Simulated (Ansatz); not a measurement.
## Equilibrium of BH3(NH3) ⇌ NH3 + BH3 at process temperatures

Species: BH3(NH3), singlet; NH3 (ammonia) `N`, singlet; BH3 (borane) `B`, singlet. 

The electronic reaction energy at CCSD(T)/CBS estimate is +131.0 kJ/mol. Shapes: PBE0-D4/def2-TZVP. Programs: Ansatz 0.2.0. Enthalpy and entropy come from rigid-rotor, harmonic-oscillator sums on unscaled PBE0-D4/def2-TZVP wavenumbers, ideal gases at 1 bar. Symmetry numbers: BH3(NH3) 3, NH3 3, BH3 6. R = 8.3145 J/(mol K).

```
T (K)  ΔH (kJ/mol)  ΔS (J/(mol K))
  500       +115.2          +145.1
  700       +114.4          +143.9
  900            ?               ?
```

Work out ln K at 500 and 700 K, and from these estimate it at 900 K.


1. 500 K: ΔG = +115.2 − 500 × (+145.1)/1000 = +42.7 kJ/mol; ln K = −ΔG/RT = -10.27.
2. 700 K: ΔG = +114.4 − 700 × (+143.9)/1000 = +13.7 kJ/mol; ln K = −ΔG/RT = -2.35.
3. Slope against 1000/T: (-2.35 − (-10.27))/(1.4286 − 2.0000) = -13.86, that is −ΔH/R with ΔH near +115 kJ/mol.
4. 900 K: ln K = -10.27 + (-13.86) × (1.1111 − 2.0000) = +2.05.

The full sums give ΔH = +112.5 kJ/mol, ΔS = +141.6 J/(mol K), ΔG = -14.9 kJ/mol and ln K = +1.99 at 900 K, so the line is off by +0.06 in ln K; without rounding the miss is +0.05, from the change of ΔH with temperature. The products are favoured at 1 bar above about 800 K, give or take 70 K for 10 kJ/mol in the energy. The number of molecules rises, which sets the sign of ΔS, and lower pressure favours the products. An error of 10 kJ/mol in the energy moves ln K by 1.3 at 900 K. BH3 would pair up to its dimer, which this equilibrium leaves out. The CBS estimate extrapolates MP2 from def2-TZVPP and def2-QZVPP and adds CCSD(T) − MP2 in the triple-zeta set, cores frozen.

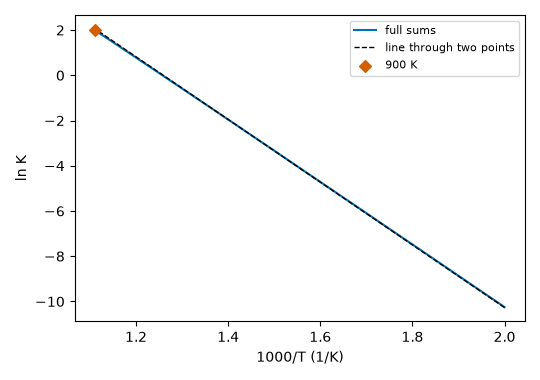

The van 't Hoff plot.
